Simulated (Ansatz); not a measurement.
C$_{2}$H$_{8}$BrNSi (SMILES CC(N)[SiH2]Br)

Input file:

```
crystal:
  periodic: [false, false, false]
  atoms:
    - { symbol: C, position_ang: [-1.3761, 0.1199, -0.5649] }
    - { symbol: C, position_ang: [-0.0802, -0.378, -0.0912] }
    - { symbol: "N", position_ang: [-0.2689, -0.8666, 1.2776] }
    - { symbol: Si, position_ang: [1.4105, 0.9111, -0.2135] }
    - { symbol: Br, position_ang: [3.2185, -0.0915, 0.437] }
    - { symbol: H, position_ang: [-2.1963, -0.5969, -0.5357] }
    - { symbol: H, position_ang: [-1.3343, 0.5078, -1.6128] }
    - { symbol: H, position_ang: [-1.7296, 1.0286, 0.023] }
    - { symbol: H, position_ang: [0.2036, -1.2091, -0.6819] }
    - { symbol: H, position_ang: [0.6126, -1.3597, 1.61] }
    - { symbol: H, position_ang: [-0.9947, -1.5609, 1.3481] }
    - { symbol: H, position_ang: [1.5258, 1.3409, -1.6055] }
    - { symbol: H, position_ang: [1.0294, 2.1197, 0.6245] }
basis:
  gaussian: { orbitals: def2-SVP }
hamiltonian:
  xc: pbe0
relax:
  f_tol: 0.015
  max_steps: 40
output:
  orbitals: {}
```

Run with:

```sh
ansatz run input.yaml --threads 2 --pin off --max-ram 3072MiB --backend cpu --events-out ev --progress --plain --runs-dir out
```

The fields are those of the run's last geometry, not of the input's.

Theory: Ansatz, RKS PBE0/def2-SVP.

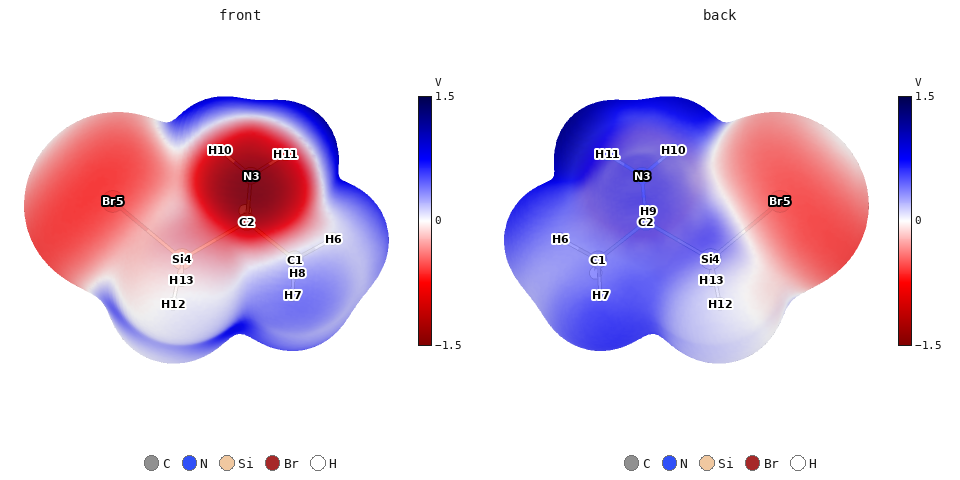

Figure 1. The molecular electrostatic potential painted on the density surface at 0.001 e/bohr³, seen from the front and from behind; the colour scale runs from red (negative) to blue (positive).

Q: Which sites attract a positive test charge, and which a negative one?

A: A positive charge is drawn to the negative regions and a negative charge to the positive ones. The most negative region (about −1.4 V) lies over N3, the most positive (about +1.2 V) over H11. N3 is the likeliest acceptor of a hydrogen bond.

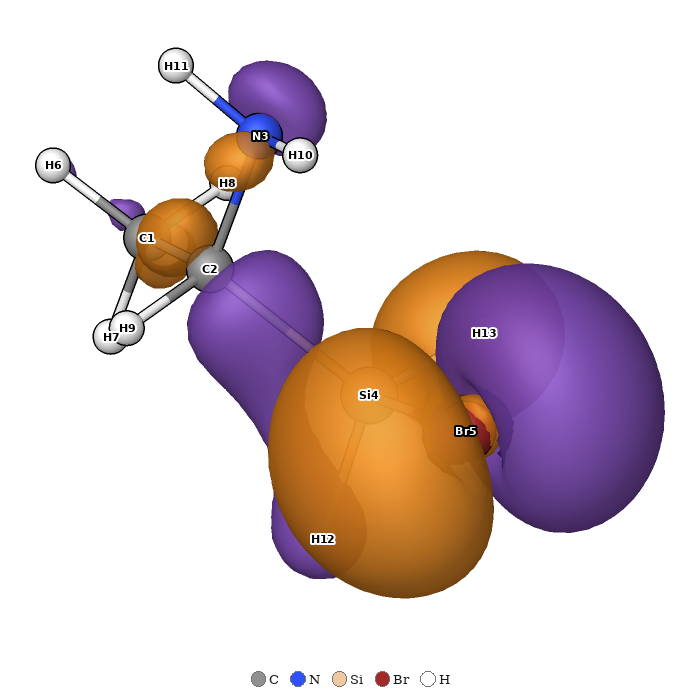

Figure 2. The HOMO−1 at ±0.1 Å⁻³ᐟ² (orange and purple are the two phases), seen at an oblique angle.

Q: Describe this orbital and give its energy.

A: Its weight (Hirshfeld) is mainly on Br5 (about 75 %), Si4 (about 10 %) and H13 (about 5 %); largely a lone pair of Br5. Its energy is −8.15 eV.

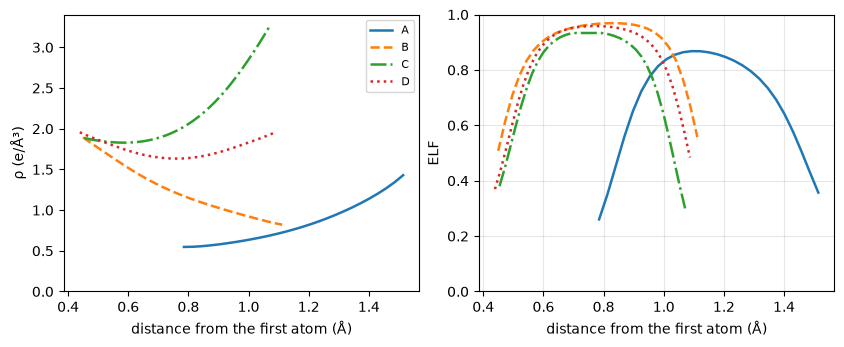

Figure 3. Electron density and ELF along straight lines between neighbouring atoms. The curves leave out the atomic cores.

Q: Which curve belongs to which contact (C–C, C–N, C–Si and Si–Br)? The first atom named is at distance zero.

A: Curve A: Si–Br (2.24 Å): the density is about 0.73 e/Å³ at the midpoint; the ELF peaks at about 0.85 between the atoms; a shared but strongly polarised pair. Curve B: C–Si (1.89 Å): the density is about 0.98 e/Å³ at the midpoint; the ELF peaks at about 0.95 between the atoms: localised, covalent bonding. Curve C: C–N (1.45 Å): ρ is about 1.9 e/Å³ halfway; the ELF peaks at about 0.95 between the atoms, as expected for localised, covalent bonding. Curve D: C–C (1.53 Å): the density is about 1.6 e/Å³ at the midpoint; the ELF peaks at about 0.95 between the atoms (a shared electron pair).

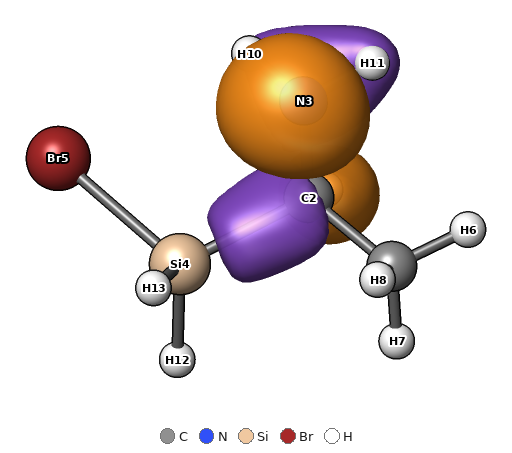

Figure 4. The HOMO at ±0.15 Å⁻³ᐟ² (orange and purple are the two phases), seen at a tilt.

Q: Where does this orbital lie, and at what energy?

A: It lies mainly on N3 (about 60 %), C2 (about 10 %) and H9 (about 10 %). Its energy is −6.85 eV.
